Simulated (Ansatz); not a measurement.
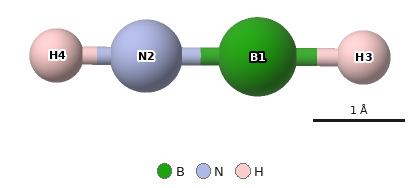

**Figure 1.** The structure as given in the input (ball-and-stick view, seen at a tilt; atoms are numbered from 1 in the order of the input).

## Two runs on BNH2

System: BNH2.
Method of the first run: RKS PBE-D4/def2-TZVPP (Ansatz 0.2.0).

Text and figures count atoms from 1; the logs count them from 0 in places.

## Input file, the first run
```yaml
crystal:
  periodic: [false, false, false]
  atoms:
    - { symbol: B, position_ang: [0.0, 0.0, -0.5713908] }
    - { symbol: "N", position_ang: [0.0, 0.0, 0.66135318] }
    - { symbol: H, position_ang: [0.0, 0.0, -1.74231802] }
    - { symbol: H, position_ang: [0.0, 0.0, 1.65235563] }
basis:
  gaussian: { orbitals: def2-TZVPP }
hamiltonian:
  xc: pbe
  dispersion: d4
relax:
  f_tol: 0.002
  max_steps: 150
```

Command:
```bash
ansatz run input.yaml --threads 2 --pin off --max-ram 5120MiB --backend cpu --events-out ev --progress --plain --runs-dir out
```

Hardware: 2 threads of Intel Xeon (Sapphire Rapids), 64 GiB of memory available, shared host.

## Output, shortened to warnings, some set-up lines, iterations and results (the first run)
```
[...]
mean field evaluation 1: about -2186.8171 eV, gradient 7.2e1 eV
mean field evaluation 2: about -2138.1773 eV, gradient 1.3e2 eV
mean field evaluation 4: about -2196.1994 eV, gradient 1.3e1 eV
mean field evaluation 8: about -2196.5936 eV, gradient 2.2e-1 eV
mean field evaluation 16: about -2196.5936 eV, gradient 5.4e-5 eV
relax step   1: F+E_penalty+E_count = -2196.62384803 eV  Δ(F+E_penalty+E_count) = +0.000e0 eV  max|allowed force component| = 7.355e-1 eV/Å  Δτ_max = 0.0000 Å  (26 SCF iters, …
relax step   2: F+E_penalty+E_count = -2196.62995586 eV  Δ(F+E_penalty+E_count) = -6.108e-3 eV  max|allowed force component| = 8.435e-2 eV/Å  Δτ_max = 0.0101 Å  (30 SCF …
mean field evaluation 32: about -2196.5999 eV, gradient 9.0e-6 eV
relax step   3: F+E_penalty+E_count = -2196.63011950 eV  Δ(F+E_penalty+E_count) = -1.636e-4 eV  max|allowed force component| = 2.680e-3 eV/Å  Δτ_max = 0.0022 Å  (31 SCF …
relax step   4: F+E_penalty+E_count = -2196.63011965 eV  Δ(F+E_penalty+E_count) = -1.531e-7 eV  max|allowed force component| = 1.371e-4 eV/Å  Δτ_max = 0.0001 Å  (31 SCF …
442 factors; their error is unknown
mean field -2196.59989620 eV, -80.7235572765 hartree, gradient 9.0e-6 eV, S^2 0.000000; 1 other end points of the search recorded, 0 dependent functions left out
the calculation of the forces begins
reference -2196.59993083 eV, -80.7235585490 hartree; 7, 7 occupied and 83, 83 virtual orbitals, 442 factors
Total energy: -2196.63015428 eV, -80.7246692403 hartree
Atom 0 at     0.000000     0.000000    -0.577220 Å, force    -0.000000     0.000000     0.000137 eV/Å
Atom 1 at     0.000000     0.000000     0.665750 Å, force     0.000000    -0.000000    -0.000053 eV/Å
Atom 2 at    -0.000000    -0.000000    -1.753217 Å, force    -0.000000    -0.000000    -0.000075 eV/Å
Atom 3 at    -0.000000    -0.000000     1.664687 Å, force    -0.000000     0.000000    -0.000009 eV/Å
Dipole moment:     0.000000    -0.000000     0.029455 e Å
```

The second run used a changed input.

## The two runs side by side

| quantity | the first run | the second run |
| --- | --- | --- |
| outcome | converged | converged |
| total energy (hartree) | −80.724669 | −80.782383 |
| largest force (eV/Å) | 0.000 | 0.001 |
| basis functions | 90 | 90 |
| wall time (shared host) | 2.5 s | 2.8 s |

What was changed in the input?

The change (lines with − go, lines with + come):
```diff
-  xc: pbe
+  xc: r2scan
```

The total energies belong to different methods, so their difference says nothing on which is more stable or more accurate. The functional changes from PBE to r2SCAN.

## Output (the second run)
```
The last accepted step is kept in [file] (removed where the run ends without a failure and the disk answers)
Engine: ansatz 0.2.0, x86_64-unknown-linux-gnu
Functional definition: r2SCAN
  parameter k0 = 0.174
  parameter k1 = 0.065
  parameter a1 = 4.9479
  exchange = r2scan_x(k0 = k0, k1 = k1, a1 = a1)
  correlation = r2scan_c
442 factors; their error is unknown
mean field evaluation 1: about -2189.9590 eV, gradient 6.6e1 eV
mean field evaluation 2: about -2154.8073 eV, gradient 1.2e2 eV
mean field evaluation 4: about -2198.0486 eV, gradient 7.8e0 eV
mean field evaluation 8: about -2198.1983 eV, gradient 2.7e-2 eV
mean field evaluation 16: about -2198.1935 eV, gradient 6.1e-6 eV
mean field -2198.19345113 eV, -80.7821193401 hartree, gradient 6.1e-6 eV, S^2 0.000000; 0 other end points of the search recorded, 0 dependent functions left out
the calculation of the forces begins
reference -2198.19346139 eV, -80.7821197171 hartree; 7, 7 occupied and 83, 83 virtual orbitals, 442 factors
relax step   1: F+E_penalty+E_count = -2198.20025249 eV  Δ(F+E_penalty+E_count) = +0.000e0 eV  max|allowed force component| = 2.873e-1 eV/Å  Δτ_max = 0.0000 Å  (26 SCF iters, accepted)
these checks for a lower state are left out or cut short: starts, cluster_reference, orbital_swaps, neighbouring_geometries, increment
442 factors; their error is unknown
mean field -2198.19380585 eV, -80.7821323757 hartree, gradient 2.7e-5 eV, S^2 0.000000; 0 other end points of the search recorded, 0 dependent functions left out
the calculation of the forces begins
reference -2198.19381611 eV, -80.7821327528 hartree; 7, 7 occupied and 83, 83 virtual orbitals, 442 factors
relax step   2: F+E_penalty+E_count = -2198.20060684 eV  Δ(F+E_penalty+E_count) = -3.544e-4 eV  max|allowed force component| = 3.565e-2 eV/Å  Δτ_max = 0.0017 Å  (30 SCF iters, accepted)
these checks for a lower state are left out or cut short: starts, cluster_reference, orbital_swaps, neighbouring_geometries, increment
442 factors; their error is unknown
mean field evaluation 32: about -2198.1938 eV, gradient 2.7e-5 eV
mean field -2198.19381297 eV, -80.7821326374 hartree, gradient 2.7e-5 eV, S^2 0.000000; 0 other end points of the search recorded, 0 dependent functions left out
the calculation of the forces begins
reference -2198.19382323 eV, -80.7821330145 hartree; 7, 7 occupied and 83, 83 virtual orbitals, 442 factors
relax step   3: F+E_penalty+E_count = -2198.20061390 eV  Δ(F+E_penalty+E_count) = -7.067e-6 eV  max|allowed force component| = 7.193e-4 eV/Å  Δτ_max = 0.0003 Å  (31 SCF iters, accepted)
442 factors; their error is unknown
mean field -2198.19381297 eV, -80.7821326374 hartree, gradient 2.7e-5 eV, S^2 0.000000; 1 other end points of the search recorded, 0 dependent functions left out
the calculation of the forces begins
reference -2198.19382323 eV, -80.7821330145 hartree; 7, 7 occupied and 83, 83 virtual orbitals, 442 factors
Total energy: -2198.20062417 eV, -80.7823829442 hartree
Atom 0 at    -0.000000     0.000000    -0.573332 Å, force    -0.000000     0.000000    -0.000126 eV/Å
Atom 1 at    -0.000000    -0.000000     0.661961 Å, force     0.000000    -0.000000    -0.000719 eV/Å
Atom 2 at     0.000000    -0.000000    -1.741922 Å, force    -0.000000    -0.000000     0.000461 eV/Å
Atom 3 at     0.000000    -0.000000     1.653292 Å, force    -0.000000    -0.000000     0.000384 eV/Å
Dipole moment:     0.000000     0.000000     0.009126 e Å
```
